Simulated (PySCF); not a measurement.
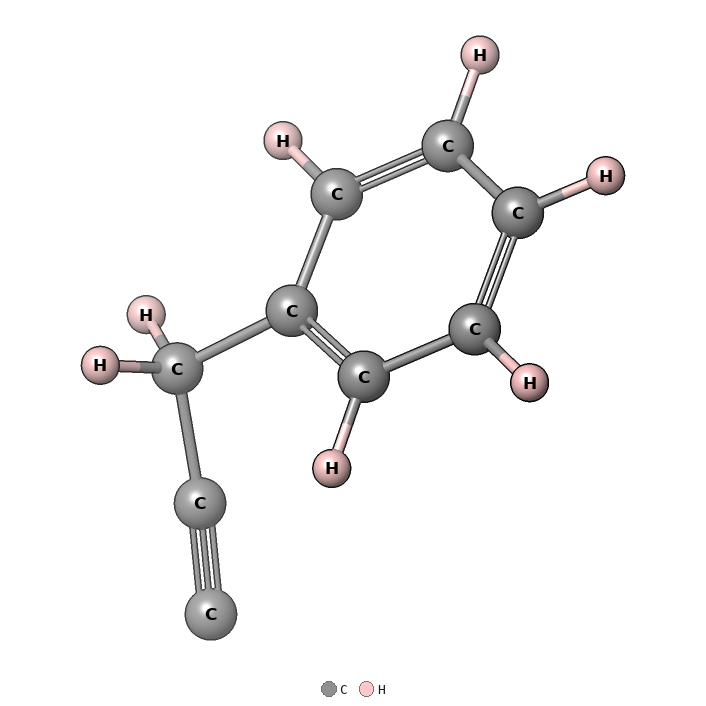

Orthographic view. Distant atoms are faded towards the background colour. State: charge −1, singlet. Geometry: an image of a reaction path computed with GFN2-xTB, not a minimum.

### Write the InChI string.

InChI=1S/C9H7/c1-2-6-9-7-4-3-5-8-9/h3-5,7-8H,6H2/q-1
